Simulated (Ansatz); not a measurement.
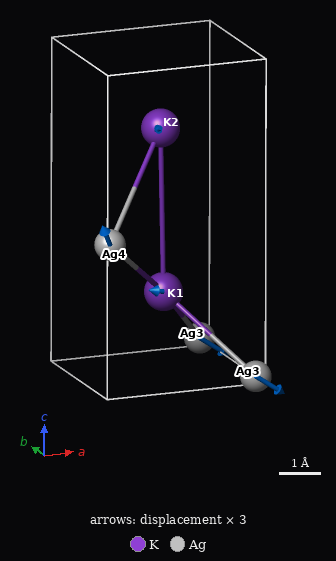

This is a relaxation of solid KAg (a generated structure, set up in P1) (coarse preliminary run). The starting structure is drawn; blue arrows show the displacements (the part carried along by the change of the cell is left out), magnified 3 times.

The picture is a ball-and-stick view of the cell of the calculation, seen slightly off an axis.

Level of theory: DFT PBE, scalar-relativistic, plane waves, PAW in Ansatz 0.2.0.

Input file:
```yaml
crystal:
  lattice:
    - [4.1705633881, 0.0065685595, 0.0347659392]
    - [0.0065685595, 4.1290012047, -0.0125422954]
    - [0.0693484928, -0.025018432, 8.2928364562]
  atoms:
    - { symbol: K, position: [0.5335586432, 0.5029869207, 0.2462870183] }
    - { symbol: K, position: [0.505599562, 0.4822108159, 0.7553091398] }
    - { symbol: Ag, position: [-0.0629908444, -0.0065912369, 0.0243236382] }
    - { symbol: Ag, position: [0.0238326393, 0.0213935002, 0.4740802037] }
basis:
  ecutwfc: 420
kpoints:
  mp_grid: { grid: [6, 6, 4] }
hamiltonian:
  xc: pbe
scf:
  occupations: { method: gaussian, width: 0.2 }
  lower_state_search: "off"
output:
  forces: true
  stress: true
  eigenvalues: true
relax:
  adjacent_minimum: "off"
  f_tol: 0.025
  max_steps: 60
  cell: { stress_tol: 0.25 }
```

Launched with:
```bash
ansatz run input.yaml --threads 1 --pin off --max-ram 2048MiB --backend cpu --events-out ev --progress --plain --runs-dir out
```

Atoms of which element are displaced furthest, and by how much?

Silver: up to 0.32 Å, against 0.14 Å for potassium.

Describe the change and its energy.

After 3 accepted moves (4 points after the start) the energy has fallen by 25.8 meV per atom. Largest force component: 0.37 eV/Å at the start, 0.0081 eV/Å at the end. The pressure goes from 0.15 to 0.02 GPa. At 1 point the geometry stayed and the basis and grid were re-selected for the new cell (energy shift of 0.1 meV per atom at most each time). Ag3 moves most relative to the cell: 0.32 Å along [3 0 −1]. By element the largest moves are Ag 0.32 Å, K 0.14 Å. The volume changes by −1.7 %, with a 4.171 → 4.150 Å (−0.5 %), b 4.129 → 4.142 Å (+0.3 %), c 8.293 → 8.167 Å (−1.5 %), α 90.3° → 90.0°, β 89.0° → 89.9°, γ 89.8° → 90.0°. Near-neighbour distances that change, for instance: K1–Ag3 3.207 → 3.564 Å, K1–Ag3 (another image) 3.236 → 3.562 Å, K2–Ag4 3.872 → 3.579 Å, K2–Ag3 3.846 → 3.576 Å. The space group stays P1 (No. 1).
